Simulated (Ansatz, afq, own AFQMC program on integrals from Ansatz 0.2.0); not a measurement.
# BNH3 (doublet): quantum Monte Carlo beside coupled cluster at scale of all distances = 1.781, cc-pVDZ, part 2 of 2

Ansatz 0.2.0, Gaussian basis, and an in-house AFQMC program (afq) on its integrals; all values are calculated; cc-pVDZ, frozen cores.

### Step 12. Phaseless AFQMC, CISD trial on ROHF

It reads the integrals that the CCSD(T) run on this determinant wrote.

Run with:

```console
> afq ham --method phaseless --trial cisd --walkers 60 --populations 1 --least-time 40 --time-step 0.005 --steps-per-block 50 --equilibration-blocks 40 --max-blocks 300 --target-error 0.0008 --factor-cut 1e-05 --start spin_pure --seed 7372 --release-times 0.24,0.51,0.99,1.62,2.4 --release-step 0.03 --release-every 4 --taylor-order 6
```

Output:

```text
orbitals 41  electrons 6 5  factors 272 of 400
reference energy -80.29929293 Eh
CCSD correlation -0.35532175 Eh in 26 cycles, weight of the determinant in the CISD state 0.6601
energy of the start -80.654614 Eh
 block  time / (1/Eh)  mean weight  energy / Eh
     1     0.250  1.0014  -80.644031
     2     0.500  1.0004  -80.643941
     3     0.750  1.0026  -80.643102
     4     1.000  1.0014  -80.652752
     5     1.250  1.0016  -80.645672
     6     1.500  0.9999  -80.645274
     7     1.750  1.0013  -80.654386
     8     2.000  1.0023  -80.652948
     9     2.250  0.9966  -80.654469
    10     2.500  1.0001  -80.654546
    17     4.250  1.0011  -80.668604
    25     6.250  0.9994  -80.652119
    33     8.250  0.9971  -80.648187
    41    10.250  1.0015  -80.677760
    49    12.250  0.9993  -80.664364
    57    14.250  1.0027  -80.667391
    65    16.250  0.9976  -80.662182
    73    18.250  1.0013  -80.665667
    81    20.250  1.0016  -80.658349
    89    22.250  0.9977  -80.672290
    97    24.250  0.9996  -80.660104
   105    26.250  0.9986  -80.664618
   113    28.250  1.0007  -80.694773
   121    30.250  1.0029  -80.671628
   129    32.250  0.9976  -80.699061
   137    34.250  1.0003  -80.676520
   145    36.250  0.9997  -80.682955
   153    38.250  1.0013  -80.680220
   161    40.250  0.9992  -80.651352
   169    42.250  1.0003  -80.647655
   177    44.250  0.9950  -80.657894
   185    46.250  0.9982  -80.669325
   193    48.250  0.9994  -80.661258
   201    50.250  1.0008  -80.661338
   209    52.250  1.0003  -80.677660
   217    54.250  0.9990  -80.672715
   225    56.250  0.9999  -80.676761
   233    58.250  1.0018  -80.655317
   241    60.250  0.9994  -80.664517
   249    62.250  0.9998  -80.657387
   257    64.250  0.9984  -80.649937
   265    66.250  1.0021  -80.665227
   273    68.250  1.0016  -80.658100
   281    70.250  0.9977  -80.710311
   289    72.250  0.9977  -80.647376
   297    74.250  1.0014  -80.647334
   305    76.250  0.9998  -80.672778
   313    78.250  1.0000  -80.653742
   321    80.250  1.0009  -80.652663
   329    82.250  1.0013  -80.650782
   337    84.250  0.9998  -80.688096
blocks merged  error / Eh  count
     1  0.000831  300
     2  0.000988  150
     4  0.001215  75
     8  0.001342  37
    16  0.001776  18
    32  0.001954  9
released: time / (1/Eh)  energy / Eh  error  mean overlap
  0.24  -80.668423  0.001743  0.9859
  0.51  -80.669920  0.001731  0.9869
  0.99  -80.668879  0.001761  1.0093
  1.62  -80.672341  0.002311  0.9861
  2.40  -80.676759  0.003293  0.9937
energy -80.665651 +/- 0.001776 Eh
```

Wall time 9 min (1 thread of Arm Neoverse V1, shared host).

Energy -2195.0242 ± 0.0483 eV. The run doesn't count as converged. Caveats: constraint bias not in the error; error not settled; error above the target.

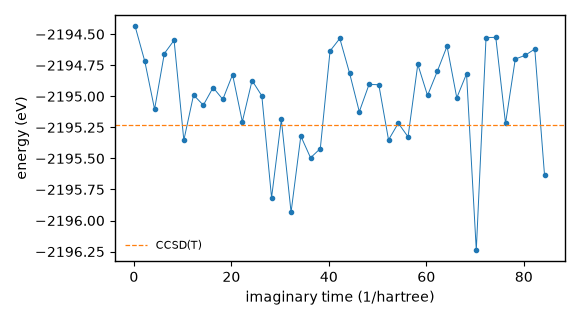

Block energies along the walk.

### Step 13. Phaseless AFQMC, single-determinant trial on ROHF

It reads the integrals that the CCSD(T) run on this determinant wrote.

Run with:

```console
> afq ham --method phaseless --trial hf --walkers 120 --populations 1 --least-time 40 --time-step 0.005 --steps-per-block 20 --equilibration-blocks 160 --max-blocks 600 --target-error 0.0024000000000000002 --factor-cut 1e-05 --start spin_pure --seed 3116 --taylor-order 6
```

Output:

```text
orbitals 41  electrons 6 5  factors 272 of 400
reference energy -80.29929293 Eh
CCSD correlation -0.35532175 Eh in 26 cycles, weight of the determinant in the CISD state 0.6601
energy of the start -80.299295 Eh
 block  time / (1/Eh)  mean weight  energy / Eh
     1     0.100  1.0009  -80.350133
     2     0.200  1.0027  -80.385098
     3     0.300  1.0037  -80.423479
     4     0.400  1.0014  -80.457041
     5     0.500  1.0005  -80.478047
     6     0.600  1.0013  -80.494102
     7     0.700  0.9999  -80.510090
     8     0.800  1.0014  -80.511079
     9     0.900  0.9991  -80.520354
    10     1.000  1.0002  -80.538825
    20     2.000  1.0016  -80.611335
    39     3.900  1.0014  -80.608428
    58     5.800  1.0019  -80.680503
    77     7.700  0.9999  -80.634460
    96     9.600  1.0004  -80.653680
   115    11.500  1.0001  -80.621452
   134    13.400  0.9992  -80.611177
   153    15.300  1.0021  -80.645842
   172    17.200  1.0018  -80.649546
   191    19.100  1.0012  -80.646953
   210    21.000  1.0012  -80.599575
   229    22.900  1.0003  -80.727184
   248    24.800  1.0017  -80.636010
   267    26.700  1.0009  -80.588955
   286    28.600  1.0012  -80.647798
   305    30.500  0.9991  -80.632291
   324    32.400  1.0009  -80.603312
   343    34.300  1.0010  -80.638886
   362    36.200  1.0030  -80.612562
   381    38.100  0.9985  -80.634486
   400    40.000  0.9999  -80.629420
   419    41.900  0.9982  -80.672341
   438    43.800  1.0002  -80.620514
   457    45.700  1.0014  -80.620203
   476    47.600  0.9976  -80.639689
   495    49.500  0.9992  -80.647327
   514    51.400  1.0003  -80.646622
   533    53.300  0.9984  -80.624848
   552    55.200  1.0009  -80.638909
   571    57.100  1.0027  -80.725627
   590    59.000  0.9969  -80.641594
   609    60.900  0.9993  -80.606786
   628    62.800  1.0002  -80.635452
   647    64.700  0.9972  -80.617924
   666    66.600  0.9997  -80.655938
   685    68.500  0.9985  -80.585992
   704    70.400  1.0025  -80.645198
   723    72.300  0.9964  -80.584737
   742    74.200  1.0005  -80.617018
blocks merged  error / Eh  count
     1  0.001520  600
     2  0.001991  300
     4  0.002607  150
     8  0.003212  75
    16  0.003673  37
    32  0.003934  18
    64  0.003896  9
energy -80.640082 +/- 0.003934 Eh
```

It took 5.6 min on 1 thread of Arm Neoverse V1, shared host.

Energy -2194.3284 ± 0.1070 eV. Caveats: constraint bias not in the error; error above the target.

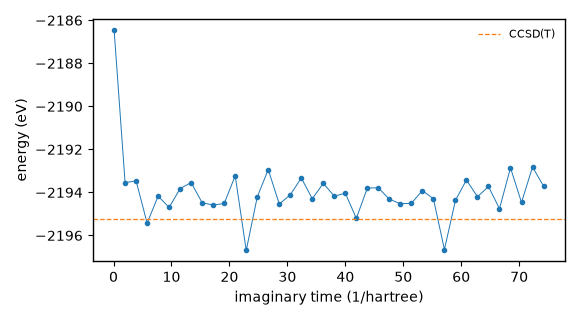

Block energies along the walk.

### Step 14. All levels side by side

On the UHF determinant, counted from CCSD(T) (a yardstick, not exact):

| level | energy (eV) | from CCSD(T) (kcal/mol) | statistical error (kcal/mol) | time |
| --- | --- | --- | --- | --- |
| HF | -2188.6620 | +146.24 |  |  |
| MP2 | -2192.4293 | +59.36 |  |  |
| CCSD | -2194.7063 | +6.85 |  |  |
| CCSD(T) | -2195.0034 | 0.00 |  |  |
| Phaseless AFQMC, CISD trial, step 0.005, 60 walkers | -2195.1242 | -2.79 | 0.99 | 9.1 min |
| Phaseless AFQMC, single-determinant trial, step 0.005, 120 walkers | -2195.1587 | -3.58 | 1.53 | 5.6 min |

On the ROHF determinant, counted from CCSD(T) (a yardstick, not exact):

| level | energy (eV) | from CCSD(T) (kcal/mol) | statistical error (kcal/mol) | time |
| --- | --- | --- | --- | --- |
| HF | -2185.0551 | +234.71 |  |  |
| MP2 | -2192.5564 | +61.73 |  |  |
| CCSD | -2194.7239 | +11.74 |  |  |
| CCSD(T) | -2195.2332 | 0.00 |  |  |
| Phaseless AFQMC, single-determinant trial, step 0.005, 120 walkers | -2194.3284 | +20.86 | 2.47 | 5.6 min |

The functionals' totals stand on their own zeros and serve differences with other points: PBE -2198.042 eV; r2SCAN -2199.548 eV; PBE0 -2197.697 eV; B3LYP -2201.070 eV; wB97M-V -2199.165 eV; B2PLYP -2197.956 eV.

### Step 15. Results

This closing draws on all 2 parts.

| quantity | value |
| --- | --- |
| Phaseless AFQMC, CISD trial on UHF from CCSD(T) | -2.79 ± 0.99 kcal/mol |
| Phaseless AFQMC, single-determinant trial on UHF from CCSD(T) | -3.58 ± 1.53 kcal/mol |
| Phaseless AFQMC, single-determinant trial on ROHF from CCSD(T) | +20.86 ± 2.47 kcal/mol |

In words: On UHF the phaseless walk with the CISD trial lies -2.79 kcal/mol from CCSD(T), within three error bars. Error bars are statistical and leave out the constraint, the time step and what remains of the start.
